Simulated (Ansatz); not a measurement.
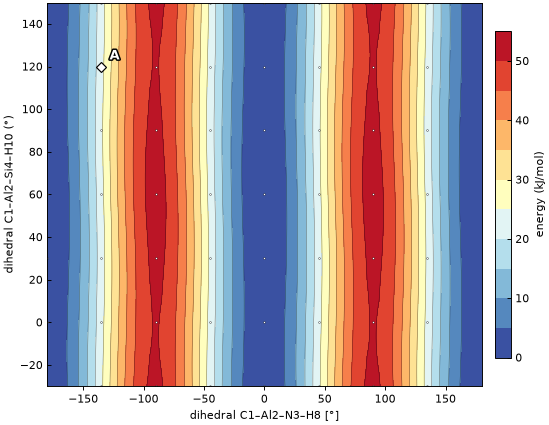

CH8AlNSi, SMILES [CH3][Al]([NH2])[SiH3]. First axis: dihedral C1–Al2–N3–H8. Second axis: dihedral C1–Al2–Si4–H10. Nothing is relaxed (all other coordinates rigid). The scan uses an 8 × 7 grid. Points are written as (first, second). Energies: kJ/mol, counted from the lowest grid point. These are results of RKS PBE-D4/def2-SVP (Ansatz 0.2.0), not measurements.

In the figure: filled contours, dots at the grid points, the point A. Between grid points the surface is interpolated.

### Is A at rest? If not, where is it pushed?

A, at (−135°, 120°), is not a stationary point. The computed force is 0.84 kJ/mol for each degree towards smaller values of dihedral C1–Al2–N3–H8 and 0.031 kJ/mol for each degree towards larger values of dihedral C1–Al2–Si4–H10.
